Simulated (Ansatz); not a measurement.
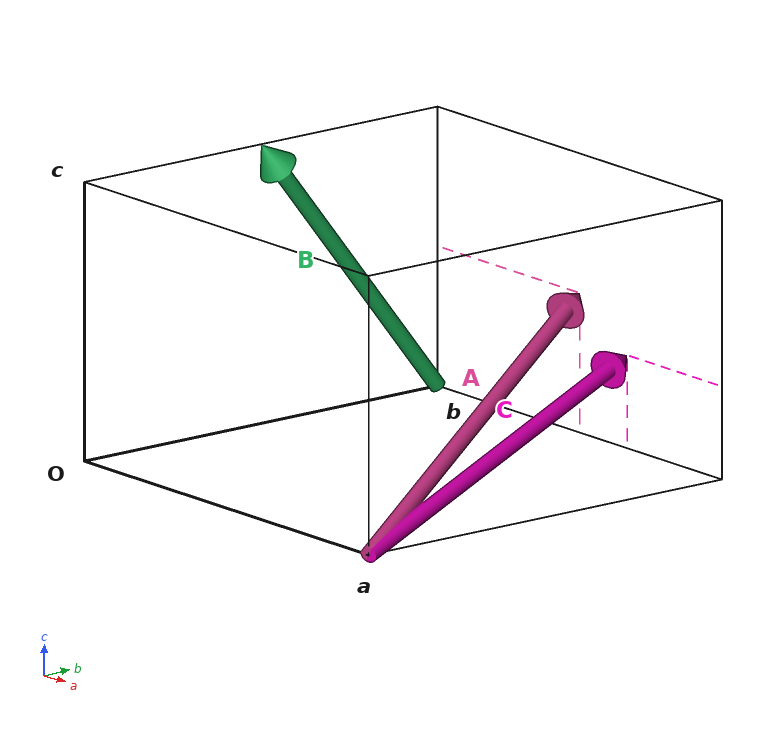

Each arrow starts at a corner of the unit cell and ends on its surface; where a tip isn't a corner, dashed lines run from it parallel to the axes. Crystal: TiO₂, the end point of a relaxation with Ansatz, DFT, PBE, plane waves, PAW; the starting structure was generated, so it need not be a known form of this composition. Geometry calculated from the standardised cell; symmetry tolerance 0.002 Å.

a = 4.643 Å, b = 4.643 Å, c = 2.964 Å, α = 90.00°, β = 90.00°, γ = 90.00°.

**Index the directions.**

Arrow A runs from (1, 0, 0) to (1/2, 1, 1/2), so [−1 2 1]; Arrow B runs from (0, 1, 0) to (0, 1/2, 1), so [0 −1 2]; Arrow C runs from (1, 0, 0) to (2/3, 1, 1/3), so [−1 3 1].

**How long is the vector ua + vb + wc in each case, and what angles do the directions make?**

A 10.798 Å; B 7.530 Å; C 14.980 Å. A–B: 108.3°. A–C: 9.1°. B–C: 114.7°.

**In P4₂/mnm, No. 136, how many directions are equivalent to A (Laue class 4/mmm, both senses counted)?**

16.
